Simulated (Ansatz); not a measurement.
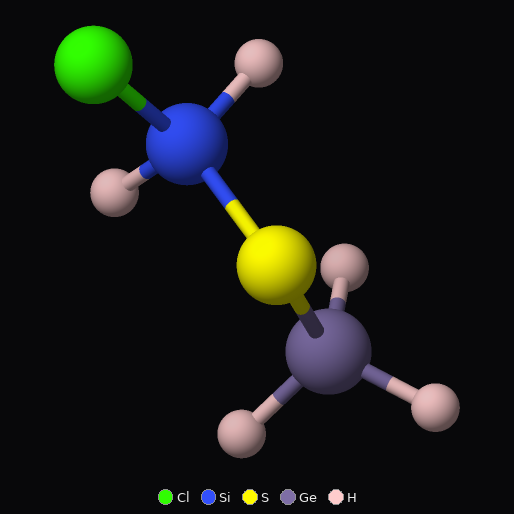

Every bond is drawn as one stick, whatever its order.

The geometry was computed by an optimisation with PBE0-D4/def2-TZVP.

What is the molecular formula?

ClGeH₅SSi, 9 atoms: 1 chlorine, 1 germanium, 5 hydrogen, 1 sulfur and 1 silicon.

Give a SMILES string for it.

Cl[SiH2][S][GeH3]

How many atoms are distinct by symmetry?

9: 1 Cl, 1 Si, 1 S, 1 Ge, 1 H, 1 H, 1 H, 1 H, 1 H.

Give the symmetry (Schoenflies symbol).

C1.

The parts below concern this one geometry. Atoms keep their numbers from picture to picture.

Shape

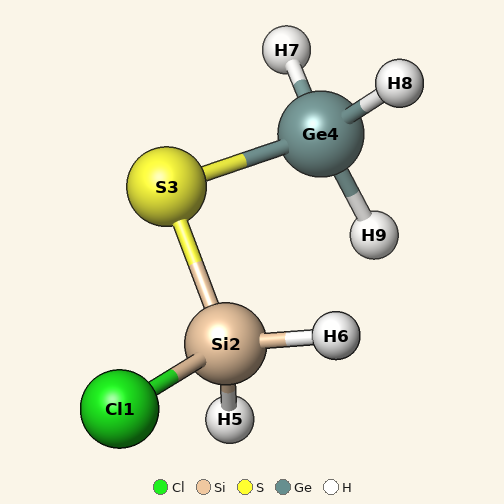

The atoms are numbered.

Which atoms are bonded, and how long are the bonds?

| bond | length (Å) |
| --- | --- |
| Cl1–Si2 | 2.048 |
| Si2–S3 | 2.119 |
| Si2–H5 | 1.481 |
| Si2–H6 | 1.483 |
| S3–Ge4 | 2.233 |
| Ge4–H7 | 1.531 |
| Ge4–H8 | 1.534 |
| Ge4–H9 | 1.538 |

Levels of theory compared

Program: Ansatz 0.2.0.

At this fixed geometry, give HOMO–LUMO gap (eV), dipole (D), HOMO energy (eV) at these levels: B3LYP-D4/def2-TZVPP; PBE-D4/def2-TZVPP; r2SCAN-D4/def2-TZVPP; ωB97M-V/def2-TZVPP.

```
               level  HOMO–LUMO gap (eV)  dipole (D)  HOMO energy (eV)
 B3LYP-D4/def2-TZVPP                6.68        2.30             −7.34
   PBE-D4/def2-TZVPP                5.06        2.20             −6.38
r2SCAN-D4/def2-TZVPP                5.67        2.31             −6.67
  ωB97M-V/def2-TZVPP               11.17        2.33             −9.74
```

Vibrations

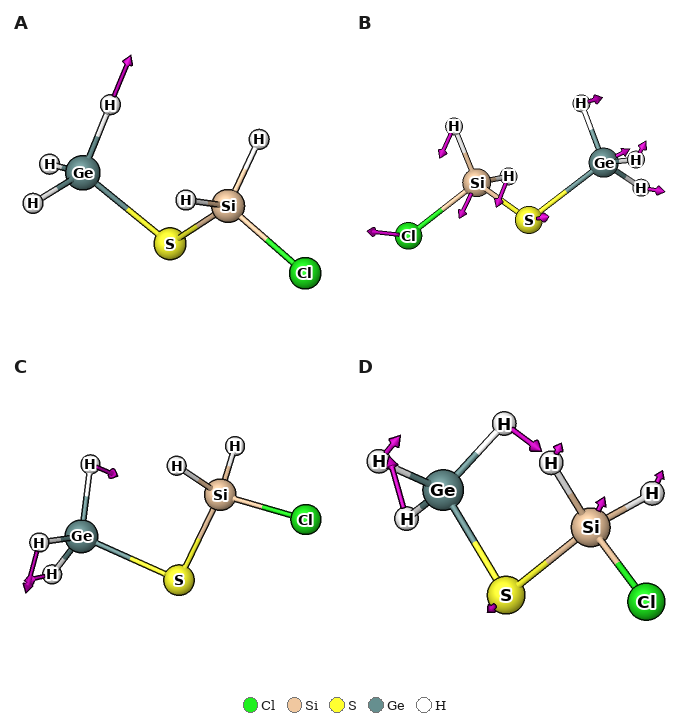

4 normal modes of one molecule or complex, as arrows. Harmonic vibrations computed with RKS PBE0-D4/def2-TZVP (Ansatz 0.2.0) at a stationary point of the same level.

Match the panels to the wavenumbers 160 cm⁻¹, 497 cm⁻¹, 875 cm⁻¹, 2149 cm⁻¹.

A: 2149 cm⁻¹, Ge–H stretching
B: 160 cm⁻¹, Cl–Si–S bending
C: 875 cm⁻¹, H–Ge–H bending
D: 497 cm⁻¹

Charges

The questions are on Mulliken charges. Method: RKS PBE0-D4/def2-TZVP (Ansatz 0.2.0).

Which atom carries the highest charge (most positive or least negative)?

Si2 (0.33 e).

And the lowest?

S3 (−0.32 e).

List the Mulliken charges.

```tsv
atom	value (e)
Cl1	−0.23
Si2	0.33
S3	−0.32
Ge4	0.13
H5	−0.01
H6	−0.01
H7	0.04
H8	0.03
H9	0.03
```

Mulliken values depend strongly on the basis set and can even reverse the polarity of a bond.
